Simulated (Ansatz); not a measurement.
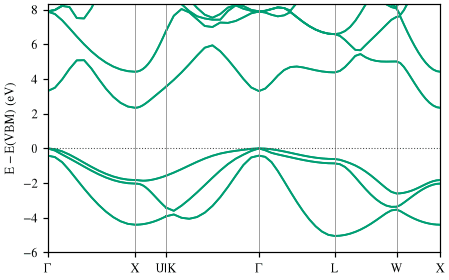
Figure: Band structure from r²SCAN with spin–orbit coupling (plane waves, PAW; program Ansatz)

Question: Read off the gap and where the band edges lie.

Answer: About 2.3 eV (2.34 eV by a search for the band edges); maximum at Γ, minimum at X.

The material is MgSe (rock salt, Fm-3m).

The cell was relaxed with r²SCAN under the symmetry of its start.

Potentials: the later of the program's two PAW sets.
